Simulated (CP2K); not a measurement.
# [PH2]− (phosphanide): B3LYP-D4/ccGRB-Q (core potential, admm exchange BECKE88X, admm type ADMMS, ngrids 4)

Aim: the energy difference between two shapes of [PH2]− (phosphanide) at B3LYP-D4/ccGRB-Q (core potential, admm exchange BECKE88X, admm type ADMMS, ngrids 4), from 2 runs. 

The calculation is run with CP2K 2026.2.

2 further runs of the same task are left out: 1 that didn't finish, 1 set aside as unsound or not needed.

## (1) Starting point

[PH2]−: 3 atoms, total charge -1, spin state singlet. As SMILES, `[PH2-]`. The shape is that of a GFN2-xTB optimisation.

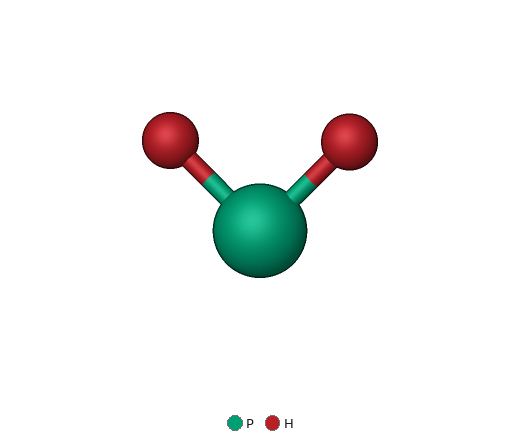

Viewed from a chosen angle; phosphorus teal, hydrogen red.

## (2) Energy and gradient at B3LYP-D4/ccGRB-Q (core potential, admm exchange BECKE88X, admm type ADMMS, ngrids 4)

molecule.inp

```
&GLOBAL
    PROJECT molecule
    RUN_TYPE ENERGY_FORCE
    PRINT_LEVEL MEDIUM
&END GLOBAL
&FORCE_EVAL
    METHOD QS
    &DFT
        BASIS_SET_FILE_NAME BASIS_ccGRB_UZH
        BASIS_SET_FILE_NAME BASIS_ADMM
        POTENTIAL_FILE_NAME POTENTIAL_UZH
        CHARGE -1
        # Quickstep
        &QS
            METHOD GAPW
            EPS_DEFAULT 1.0E-10
        &END QS
        # plane-wave cutoff in Ry
        &MGRID
            CUTOFF 250
            REL_CUTOFF 40
            NGRIDS 4
        &END MGRID
        # no periodic images
        &POISSON
            PERIODIC NONE
            POISSON_SOLVER WAVELET
        &END POISSON
        &SCF
            SCF_GUESS ATOMIC
            EPS_SCF 1.0E-07
            MAX_SCF 150
            ADDED_MOS 3
            &DIAGONALIZATION
                ALGORITHM STANDARD
            &END DIAGONALIZATION
            &MIXING
                METHOD DIRECT_P_MIXING
                ALPHA 0.4
            &END MIXING
        &END SCF
        # functional
        &XC
            &XC_FUNCTIONAL
                &HYB_GGA_XC_B3LYP
                &END HYB_GGA_XC_B3LYP
            &END XC_FUNCTIONAL
            &HF
                FRACTION 0.2
                &SCREENING
                    EPS_SCHWARZ 1.0E-09
                &END SCREENING
                &MEMORY
                    MAX_MEMORY 1050
                &END MEMORY
            &END HF
            &VDW_POTENTIAL
                POTENTIAL_TYPE PAIR_POTENTIAL
                &PAIR_POTENTIAL
                    TYPE DFTD4
                    REFERENCE_FUNCTIONAL B3LYP
                &END PAIR_POTENTIAL
            &END VDW_POTENTIAL
        &END XC
        &AUXILIARY_DENSITY_MATRIX_METHOD
            ADMM_TYPE ADMMS
            EXCH_CORRECTION_FUNC BECKE88X
        &END AUXILIARY_DENSITY_MATRIX_METHOD
        &PRINT
            &MOMENTS
                PERIODIC F
                REFERENCE COM
                MAX_MOMENT 1
            &END MOMENTS
            &MO ON
                ENERGIES T
                OCCUPATION_NUMBERS T
                NDIGITS 6
                &EACH
                    QS_SCF 0
                &END EACH
                ADD_LAST NUMERIC
            &END MO
            &HIRSHFELD OFF
            &END HIRSHFELD
        &END PRINT
    &END DFT
    # structure
    &SUBSYS
        &CELL
            ABC 11.7 11.7 11.7
            PERIODIC NONE
        &END CELL
        &COORD
            SCALED T
            P    0.54715470   0.46236197   0.52800128
            H    0.51353675   0.57208846   0.52117051
            H    0.45284530   0.42791154   0.47199872
        &END COORD
        &KIND P
            BASIS_SET ORB ccGRB-Q-q5
            BASIS_SET AUX_FIT cFIT3
            POTENTIAL GTH-PBE0-q5
        &END KIND
        &KIND H
            BASIS_SET ORB ccGRB-Q-q1
            BASIS_SET AUX_FIT cFIT3
            POTENTIAL GTH-PBE0-q1
        &END KIND
    &END SUBSYS
    &PRINT
        &FORCES ON
        &END FORCES
    &END PRINT
&END FORCE_EVAL
```

Command:

```sh
$ OMP_NUM_THREADS=1 cp2k.psmp -i molecule.inp -o molecule.out
```

The program printed:

```text
CP2K| version string:                                       CP2K version 2026.2
[...]
 GLOBAL| Method name                                                        CP2K
[...]
 GLOBAL| Run type                                                   ENERGY_FORCE
[...]
 DFT| Spin restricted Kohn-Sham (RKS) calculation                            RKS
 DFT| Multiplicity                                                             1
[...]
 DFT| Charge                                                                  -1
[...]
 FUNCTIONAL| HYB_GGA_XC_B3LYP:
[...]
 QS| Method:                                                                GAPW
[...]
 QS| Density cutoff [a.u.]:                                                125.0
[...]
 QS| Relative density cutoff [a.u.]:                                        20.0
[...]
                             - Atoms:                                          3
[...]
                             - Spherical basis functions:                    114
[...]
 Number of electrons:                                                          8
[...]
     1 P_Mix/Diag. 0.40E+00    3.4     1.31656739        -7.3062180949 -7.31E+00
[...]
    15 DIIS/Diag.  0.82E-07    4.5     0.00000006        -7.7664409338 -6.39E-14
  *** SCF run converged in    15 steps ***
[...]
  Overlap energy of the core charge distribution:               0.00000011190307
  Self energy of the core charge distribution:                -19.94356736489884
  Core Hamiltonian energy:                                      4.72788533683848
  Hartree energy:                                              23.89844550304029
  Exchange-correlation energy:                                 -2.09820584940979
  Hartree-Fock Exchange energy:                                -0.46995989166185
  Dispersion energy:                                           -0.00250793809906
[...]
                     Mulliken Population Analysis
 #  Atom  Element  Kind  Atomic population                           Net charge
       1     P        1          6.171878                             -1.171878
       2     H        2          0.913960                              0.086040
       3     H        2          0.914162                              0.085838
 # Total charge                              8.000000                 -1.000000
[...]
  Dipole moment [Debye]
    X= -0.2854331E+00 Y=  0.1680423E+00 Z= -0.1402058E+00  Total=      0.3596775
 ENERGY| Total FORCE_EVAL ( QS ) energy [hartree]             -7.766440933840419
 FORCES| Atomic forces [hartree/bohr]
 FORCES|   Atom     x               y               z               |f|
 FORCES|      1  3.47853925E-02 -2.04950012E-02  1.71298283E-02   4.38577202E-02
 FORCES|      2 -7.52267306E-03  3.37511777E-02 -5.38029458E-04   3.45835522E-02
 FORCES|      3 -2.72929015E-02 -1.32496471E-02 -1.65618517E-02   3.45651639E-02
 FORCES| Sum    -3.01820515E-05  6.52941656E-06  2.99470970E-05
 FORCES| Total atomic force                                       4.30164867E-05
[...]
```

It took 54 s on 1 thread of Intel Xeon Platinum 8488C (Sapphire Rapids), shared host; peak memory 0.96 GiB.

## (3) The distorted shape

gas.inp

```
&GLOBAL
  PROJECT_NAME gas
  RUN_TYPE ENERGY_FORCE
  PRINT_LEVEL MEDIUM
&END GLOBAL

&FORCE_EVAL
  METHOD QUICKSTEP
  &DFT
    BASIS_SET_FILE_NAME BASIS_ccGRB_UZH
    BASIS_SET_FILE_NAME BASIS_ADMM
    POTENTIAL_FILE_NAME POTENTIAL_UZH
    CHARGE -1
    &QS
      METHOD GAPW
      EPS_DEFAULT 1.0E-10
    &END QS
    &MGRID
      CUTOFF 250
      REL_CUTOFF 40
      NGRIDS 4
    &END MGRID
    &POISSON
      PERIODIC NONE
      POISSON_SOLVER WAVELET
    &END POISSON
    &SCF
      SCF_GUESS ATOMIC
      EPS_SCF 1.0E-07
      MAX_SCF 150
      ADDED_MOS 3
      &DIAGONALIZATION
        ALGORITHM STANDARD
      &END DIAGONALIZATION
      &MIXING
        METHOD DIRECT_P_MIXING
        ALPHA 0.4
      &END MIXING
    &END SCF
    &XC
      &XC_FUNCTIONAL
        &HYB_GGA_XC_B3LYP
        &END HYB_GGA_XC_B3LYP
      &END XC_FUNCTIONAL
      &HF
        FRACTION 0.2
        &SCREENING
          EPS_SCHWARZ 1.0E-09
        &END SCREENING
        &MEMORY
          MAX_MEMORY 1050
        &END MEMORY
      &END HF
      &VDW_POTENTIAL
        POTENTIAL_TYPE PAIR_POTENTIAL
        &PAIR_POTENTIAL
          TYPE DFTD4
          REFERENCE_FUNCTIONAL B3LYP
        &END PAIR_POTENTIAL
      &END VDW_POTENTIAL
    &END XC
    &AUXILIARY_DENSITY_MATRIX_METHOD
      ADMM_TYPE ADMMS
      EXCH_CORRECTION_FUNC BECKE88X
    &END AUXILIARY_DENSITY_MATRIX_METHOD
    &PRINT
      &MOMENTS
        PERIODIC F
        REFERENCE COM
        MAX_MOMENT 1
      &END MOMENTS
      &MO ON
        ENERGIES T
        OCCUPATION_NUMBERS T
        NDIGITS 6
        &EACH
          QS_SCF 0
        &END EACH
        ADD_LAST NUMERIC
      &END MO
      &HIRSHFELD OFF
      &END HIRSHFELD
    &END PRINT
  &END DFT
  &SUBSYS
    &CELL
      ABC 11.7 11.7 11.7
      PERIODIC NONE
    &END CELL
    &COORD
      SCALED T
      P    0.54835184   0.45739363   0.53017235
      H    0.50483765   0.57460004   0.51436833
      H    0.45164816   0.42539996   0.46982765
    &END COORD
    &KIND P
      BASIS_SET ORB ccGRB-Q-q5
      BASIS_SET AUX_FIT cFIT3
      POTENTIAL GTH-PBE0-q5
    &END KIND
    &KIND H
      BASIS_SET ORB ccGRB-Q-q1
      BASIS_SET AUX_FIT cFIT3
      POTENTIAL GTH-PBE0-q1
    &END KIND
  &END SUBSYS
  &PRINT
    &FORCES ON
    &END FORCES
  &END PRINT
&END FORCE_EVAL
```

Command:

```sh
$ OMP_NUM_THREADS=1 cp2k.psmp gas.inp > gas.out
```

The program printed, shortened:

```text
CP2K| version string:                                       CP2K version 2026.2
[...]
 GLOBAL| Method name                                                        CP2K
[...]
 GLOBAL| Run type                                                   ENERGY_FORCE
[...]
 DFT| Spin restricted Kohn-Sham (RKS) calculation                            RKS
 DFT| Multiplicity                                                             1
[...]
 DFT| Charge                                                                  -1
[...]
 FUNCTIONAL| HYB_GGA_XC_B3LYP:
[...]
 QS| Method:                                                                GAPW
[...]
 QS| Density cutoff [a.u.]:                                                125.0
[...]
 QS| Relative density cutoff [a.u.]:                                        20.0
[...]
                             - Atoms:                                          3
[...]
                             - Spherical basis functions:                    114
[...]
 Number of electrons:                                                          8
[...]
     1 P_Mix/Diag. 0.40E+00    5.6     1.98613480        -7.2112065779 -7.21E+00
[...]
    14 DIIS/Diag.  0.18E-06    3.4     0.00000009        -7.7696571257 -1.66E-12
  *** SCF run converged in    14 steps ***
[...]
  Overlap energy of the core charge distribution:               0.00000002290632
  Self energy of the core charge distribution:                -19.94356736489884
  Core Hamiltonian energy:                                      4.61102944695182
  Hartree energy:                                              23.96989995241147
  Exchange-correlation energy:                                 -2.06530528121859
  Hartree-Fock Exchange energy:                                -0.46078501531119
  Dispersion energy:                                           -0.00255312008199
[...]
                     Mulliken Population Analysis
 #  Atom  Element  Kind  Atomic population                           Net charge
       1     P        1          6.118646                             -1.118646
       2     H        2          1.001285                             -0.001285
       3     H        2          0.880069                              0.119931
[...]
  Dipole moment [Debye]
    X= -0.6552591E-01 Y= -0.1503641E+00 Z= -0.5188858E-01  Total=      0.1720332
 ENERGY| Total FORCE_EVAL ( QS ) energy [hartree]             -7.769657125684232
[...]
```

Run time: 58 s. Hardware: 1 thread of Intel Xeon Platinum 8488C (Sapphire Rapids), shared host; peak memory 0.96 GiB.

## (4) What came out

At B3LYP-D4/ccGRB-Q (core potential, admm exchange BECKE88X, admm type ADMMS, ngrids 4):

| quantity | value |
| --- | --- |
| first shape: total energy | -7.76644 Eh |
| first shape: HOMO energy | 1.48 eV |
| first shape: LUMO energy | 6.79 eV |
| first shape: HOMO–LUMO gap (to an unbound level, set by the basis) | 5.30 eV |
| first shape: dispersion energy | -6.58 kJ/mol |
| first shape: largest force on an atom | 2.255 eV/Å |
| distorted shape: total energy | -7.76966 Eh |
| distorted shape: HOMO energy | 1.42 eV |
| distorted shape: LUMO energy | 6.38 eV |
| distorted shape: HOMO–LUMO gap (to an unbound level, set by the basis) | 4.97 eV |
| distorted shape: dispersion energy | -6.70 kJ/mol |
| distorted shape: largest force on an atom | 1.265 eV/Å |
| energy change with the atoms displaced | -0.088 eV |

With the atoms displaced the energy falls by 0.09 eV (8.4 kJ/mol). The first shape isn't relaxed at this level, so the change isn't measured from a minimum. The largest force (first shape) is 2.26 eV/Å: the shape isn't a stationary point for this species at this level. The HOMO (first shape) lies at positive energy, 1.48 eV; only total energies tell whether the electron is bound. The HOMO (distorted shape) lies at positive energy, 1.42 eV; only total energies tell whether the electron is bound.
